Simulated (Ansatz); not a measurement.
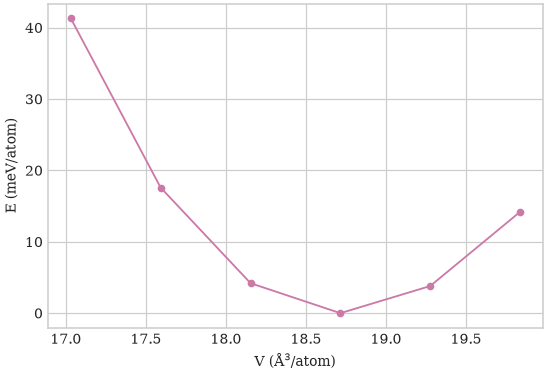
*SiS2 (anatase, space group No. 141) under volume change, HSE06 in the plane-wave PAW code Ansatz, shape and atoms relaxed at each volume.*

Q: What does a third-order Birch–Murnaghan fit give for V₀, B₀ and B′?

A: V₀ = 18.73 Å³/atom, B₀ = 74.1 GPa, B′ = 3.6.

Space group I4_1/amd (anatase). The cell is a constructed one: a structure type filled with these elements; neither database checked (COD, Materials Project) lists it. COD files the formula under space group No. 72, 122. Its standing as an ambient phase is unchecked. The HSE06 relaxation kept the symmetry of its start; its stability against distortions is not shown here.

Potentials: the later of the program's two PAW sets.
